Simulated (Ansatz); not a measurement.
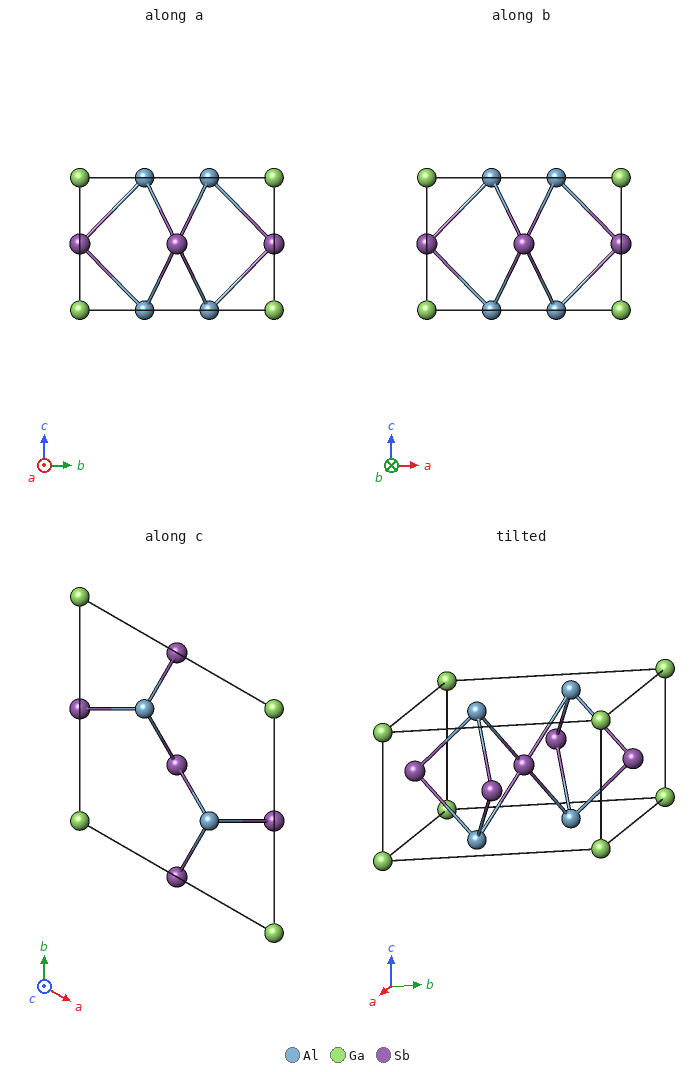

Crystal structure, ball-and-stick style, seen along the a axis, along the b axis, along the c axis and slightly off an axis. The wireframe shows the conventional unit cell.

Lattice parameters: a = 6.921 Å, b = 6.921 Å, c = 4.090 Å, α = 90.00°, β = 90.00°, γ = 120.00°.

Question: Give the structure in the form of a table of Wyckoff sites.

Answer: Space group P6/mmm (No. 191).
| atom | site | x | y | z |
| --- | --- | --- | --- | --- |
| Al | 2c | 0.6667 | 0.3333 | 0.0000 |
| Ga | 1a | 0.0000 | 0.0000 | 0.0000 |
| Sb | 3g | 0.5000 | 0.0000 | 0.5000 |

The initial geometry was a structure type filled with these elements by a generator (whether the compound takes this form wasn't checked). A relaxation with DFT PBE, scalar-relativistic, plane waves, PAW in Ansatz 0.2.0 gave the geometry drawn.
